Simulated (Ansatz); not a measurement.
# One shape, several levels: [BH3]− (SMILES [BH3-])

Aim: a comparison of 6 runs (UPBE/6-31G*, USVWN5/6-31G*, UCCSDT(Q)/3-21G, UCCSDT(Q)/6-31G*, UCCSD/6-31G*, UCCSD(T)/6-31G*) of [BH3]−. 

Program for the calculation: Ansatz 0.2.0.

2 further runs of the same task are left out: 2 set aside as unsound or not needed.

### Step 1. The structure to begin with

[BH3]−: 4 atoms, total charge -1, spin state doublet. SMILES: `[BH3-]`. The H3–B1 distance was set to 1.880 Å, away from the relaxed value. At this shape a bond of the SMILES string is far longer than usual.

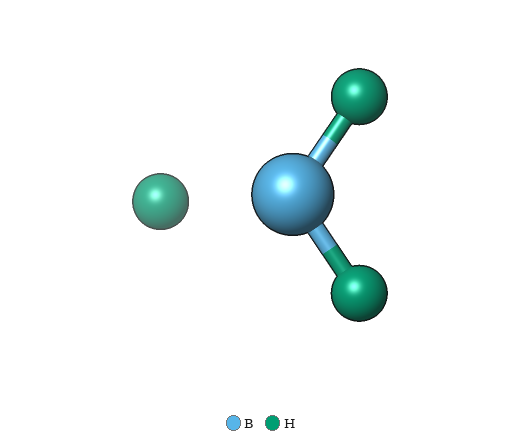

Viewed from a chosen angle; boron blue, hydrogen teal.

### Step 2. The energy at UPBE/6-31G(d) (spherical functions) (run 1)

Input file in.yaml:

```yaml
crystal:
  periodic: [false, false, false]
  atoms:
    - {symbol: B, position_ang: [0.365271, 0.524574, -0.409904]}
    - {symbol: H, position_ang: [1.131921, 1.014464, 0.452386]}
    - {symbol: H, position_ang: [-0.279230, -1.161080, 0.118390]}
    - {symbol: H, position_ang: [-0.573429, 1.307764, -0.689184]}
basis:
  gaussian: {orbitals: 6-31G_st_-spherical.json}
hamiltonian: {xc: {name: PBE}}
magnetization: {spin_polarized: true, initial_magnetization: 1}
total_charge: -1
accuracy: high
```

The basis set 6-31G* is read from a file made from the Basis Set Exchange's data (not shown).

Run with:

```bash
ansatz run in.yaml --threads 1 --pin off --max-ram 2610MiB --events-out events.jsonl --progress --plain --runs-dir runs
```

Output:

```text
Warning: RAYON_NUM_THREADS=1 ignored (pool sized by the plan → 1); use --threads N
Functional definition: PBE
  name "PBE"
  parameter kappa = 0.804
  parameter beta = 0.06672455060314922
  exchange = pbe_x(kappa = kappa, mu = beta*pi^2/3)
  correlation = pbe_c(beta = beta)
414 factors; integrals over basis functions are off by at most 4.7e-9 eV
mean field evaluation 1: about -719.5769 eV, gradient 6.1e0 eV
mean field evaluation 2: about -719.0814 eV, gradient 9.4e0 eV
mean field evaluation 4: about -719.9532 eV, gradient 2.0e-1 eV
mean field evaluation 8: about -719.9481 eV, gradient 8.3e-3 eV
mean field evaluation 16: about -719.9481 eV, gradient 1.3e-6 eV
mean field -719.94813272 eV, -26.4576058791 hartree, gradient 4.6e-8 eV, S^2 0.754810; 0 other end points of the search recorded, 0 dependent functions left out
reference -719.94813474 eV, -26.4576059533 hartree; 5, 4 occupied and 15, 16 virtual orbitals, 414 factors
Total energy: -719.94813474 eV, -26.4576059533 hartree
```

Wall time 1 s (1 thread of Arm Neoverse V1, shared host); peak memory 0.1 GiB.

### Step 3. The energy at USVWN5/6-31G(d) (spherical functions) (run 2)

Input file input.yaml:

```yaml
crystal:
  periodic: [false, false, false]
  atoms:
    - symbol: B
      position_ang: [0.365271, 0.524574, -0.409904]
    - symbol: H
      position_ang: [1.131921, 1.014464, 0.452386]
    - symbol: H
      position_ang: [-0.279230, -1.161080, 0.118390]
    - symbol: H
      position_ang: [-0.573429, 1.307764, -0.689184]
basis:
  gaussian: {orbitals: 6-31G_st_-spherical.json}
total_charge: -1
magnetization: {spin_polarized: true, initial_magnetization: 1}
hamiltonian: {xc: {name: SVWN5}}
accuracy: high
```

The basis set 6-31G* is read from a file made from the Basis Set Exchange's data (not shown).

Run with:

```bash
ansatz run input.yaml --threads 1 --pin off --max-ram 2610MiB --events-out events.jsonl --progress --plain --runs-dir runs
```

Output:

```text
Warning: RAYON_NUM_THREADS=1 ignored (pool sized by the plan → 1); use --threads N
Functional definition: SVWN5
  name "SVWN5"
  exchange = slater_x
  correlation = vwn5_c
414 factors; integrals over basis functions are off by at most 4.7e-9 eV
mean field evaluation 1: about -711.9928 eV, gradient 5.3e0 eV
mean field evaluation 2: about -711.6523 eV, gradient 7.9e0 eV
mean field evaluation 4: about -712.2823 eV, gradient 2.0e-1 eV
mean field evaluation 8: about -712.2775 eV, gradient 5.4e-3 eV
mean field evaluation 16: about -712.2775 eV, gradient 3.9e-7 eV
mean field -712.27745774 eV, -26.1757137729 hartree, gradient 2.4e-8 eV, S^2 0.754635; 0 other end points of the search recorded, 0 dependent functions left out
reference -712.27745958 eV, -26.1757138407 hartree; 5, 4 occupied and 15, 16 virtual orbitals, 414 factors
Total energy: -712.27745958 eV, -26.1757138407 hartree
```

Run time: 0.56 s. Hardware: 1 thread of Arm Neoverse V1, shared host; peak memory 0.09 GiB.

Runs 3 to 5 aren't shown in full; the table further down has their settings and results.

### Step 4. A single-point energy at UCCSD(T)/6-31G(d) (spherical functions) (run 6)

Input file molecule.yaml:

```yaml
crystal:
  periodic: [false, false, false]
  atoms:
    - symbol: B
      position_ang: [0.365271, 0.524574, -0.409904]
    - symbol: H
      position_ang: [1.131921, 1.014464, 0.452386]
    - symbol: H
      position_ang: [-0.279230, -1.161080, 0.118390]
    - symbol: H
      position_ang: [-0.573429, 1.307764, -0.689184]
basis:
  gaussian: {orbitals: 6-31G_st_-spherical.json}
total_charge: -1
magnetization: {spin_polarized: true, initial_magnetization: 1}
correlation: {method: ccsd_t, frozen_orbitals: {B: 1, H: 0}}
accuracy: high
scf: {omitted_lower_state_checks: [cluster_reference, increment]}
```

The basis set 6-31G* is read from a file made from the Basis Set Exchange's data (not shown).

Run with:

```bash
ansatz run molecule.yaml --threads 1 --pin off --max-ram 2610MiB --events-out events.jsonl --progress --plain --runs-dir runs
```

Output, shortened:

```text
Warning: RAYON_NUM_THREADS=1 ignored (pool sized by the plan → 1); use --threads N
Functional definition: HF
  name "HF"
[...]
414 factors; integrals over basis functions are off by at most 4.7e-9 eV
[...]
mean field -714.96426375 eV, -26.2744520726 hartree, gradient 2.2e-8 eV, S^2 0.772169; 2 other end points of the search recorded, 0 dependent functions left out
1 core orbitals not correlated: weight in the atoms' cores, before any rotation towards them, 1.000 or more for the frozen orbitals, at most 0.000 for the correlated occupied ones
reference -714.96426375 eV, -26.2744520726 hartree; 4, 3 occupied and 15, 16 virtual orbitals, 414 factors
second order -2.12561211 eV of doubles, -0.00000000 eV of singles
cycle   1  -2.53232560 eV  change   -4.1e-1 eV  update   6.6e-2
[...]
cycle  27  -2.79518154 eV  change   1.2e-10 eV  update  2.1e-10
perturbative correction -0.07463266 eV, -0.0027426998 hartree
Total energy: -717.83407795 eV, -26.3799157993 hartree
Checks for a lower state left out: cluster_reference, increment
```

Run time: 0.28 s. Hardware: 1 thread of Arm Neoverse V1, shared host.

### Step 5. Overview of the runs

| run | level | frozen core orbitals | energy (Eh) | ⟨S²⟩ | wall time |
| --- | --- | --- | --- | --- | --- |
| 1 | UPBE/6-31G* (spherical functions) | – | -26.457606 | 0.755 | 1 s |
| 2 | USVWN5/6-31G* (spherical functions) | – | -26.175714 | 0.755 | 0.56 s |
| 3 | UCCSDT(Q)/3-21G | 1 | -26.213232 | 0.792 | 0.68 s |
| 4 | UCCSDT(Q)/6-31G* (spherical functions) | 1 | -26.380604 | 0.772 | 1.4 s |
| 5 | UCCSD/6-31G* (spherical functions) | 1 | -26.377173 | 0.772 | 0.26 s |
| 6 | UCCSD(T)/6-31G* (spherical functions) | 1 | -26.379916 | 0.772 | 0.28 s |

### Step 6. Summary of results

```
                                         quantity         value
                              run 6: total energy  -26.37992 Eh
run 6: correlation energy (1 core orbital frozen)    -105.5 mEh
                            run 6: (T) correction     -2.74 mEh
         run 6: ⟨S²⟩ of the reference determinant         0.772
                             run 6: T1 diagnostic         0.026
```

What this shows: Totals of different functionals can't be ranked against each other. All runs together took 4.1 s, the longest 1.4 s.
